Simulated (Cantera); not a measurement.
Feed: 1 mol Al2O3, 1.2 mol Cl2, 0.46 mol H2, at 10000 Pa.

These are equilibrium values from Cantera (NASA tables, ideal gas, pure condensed phases), not measurements of a reactor. Candidate condensed phases: Al, AlCl3, Al2O3, H2O; 29 gas species. The numbers say what is thermodynamically allowed, not how fast it happens.

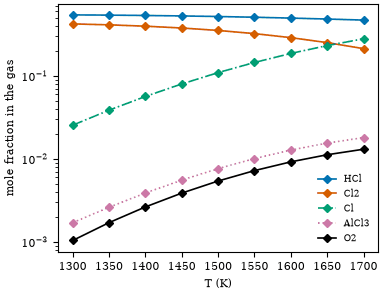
Figure: Equilibrium gas composition (values under 1e-9 drawn at 1e-9)

From 1300 K to 1700 K the condensed part is Al2O3(s). The main Al-bearing gas is AlCl3 throughout. The share of Al in condensed phases is highest at 1300 K (99.9 %) and lowest at 1700 K (98.2 %).
